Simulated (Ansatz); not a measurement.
System: Al$_{2}$H$_{4}$NO (charge −1).

Input file:

```
crystal:
  periodic: [false, false, false]
  atoms:
    - {symbol: Al, position_ang: [-0.078888, 1.506968, 0.258755]}
    - {symbol: Al, position_ang: [0.381908, -0.890542, -0.476106]}
    - {symbol: N, position_ang: [0.994032, 0.866293, -1.002904]}
    - {symbol: O, position_ang: [-0.666028, -0.030672, 0.777616]}
    - {symbol: H, position_ang: [-0.468585, -1.694806, -1.611199]}
    - {symbol: H, position_ang: [1.526723, -1.856762, 0.167651]}
    - {symbol: H, position_ang: [1.640412, 1.213129, -1.696503]}
    - {symbol: H, position_ang: [-0.448026, 2.960862, 0.804820]}
basis:
  gaussian:
    orbitals: def2-TZVPD
total_charge: -1
hamiltonian:
  xc: {name: PBE0}
output: {forces: true, orbitals: {seedname: orbitals}}
```

Launched as:

```sh
ansatz run input.yaml --threads 2 --pin off --max-ram 4350MiB --events-out events.jsonl --progress --plain --runs-dir runs
```

Geometry: B3LYP-D3(BJ)/def2-SVPD.

These are results of isolated molecule in a Gaussian basis; Kohn-Sham density functional theory, functional PBE0 in Ansatz 0.2.0, not measurements.

What will maps of the electron density and electron localisation function show?

Answer. Al–O (1.73 Å): the density is about 0.88 e/Å³ at the midpoint; the ELF peaks at about 0.85 in the valence shell of O, 0.6 Å from its nucleus, and is about 0.45 at the midpoint.
Al–N (1.78 Å): ρ at the midpoint is about 0.82 e/Å³; the ELF peaks at about 0.85 in the valence shell of N, 0.7 Å from its nucleus, and is about 0.55 at the midpoint.
Al–Al (2.55 Å): ρ is about 0.31 e/Å³ halfway; the ELF is about 0.15 at the midpoint.
N–H (1.01 Å): ρ at the midpoint is about 2.8 e/Å³; the ELF climbs to about 1 towards the hydrogen, as it does in any bond to H; a covalent bond by its length.

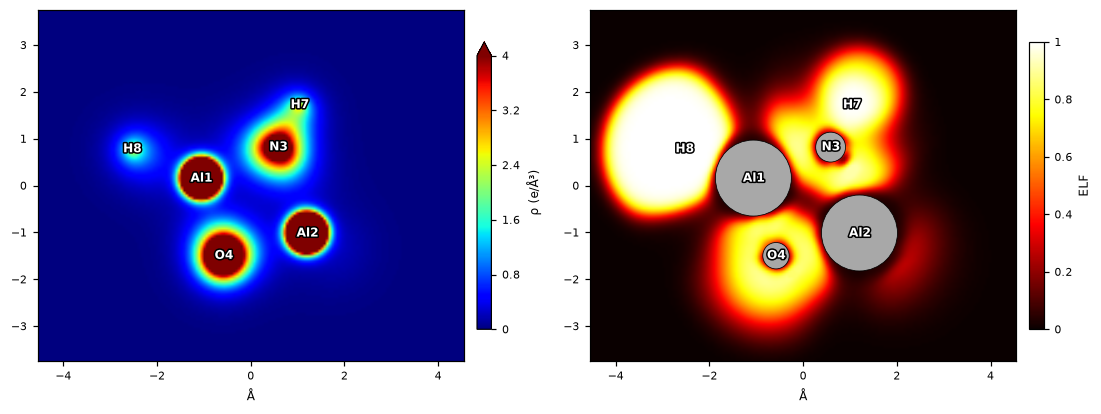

Computed electron density and electron localisation function on the plane of atoms Al2, N3 and H7, in this order. Grey discs cover the atomic cores in the ELF map. 
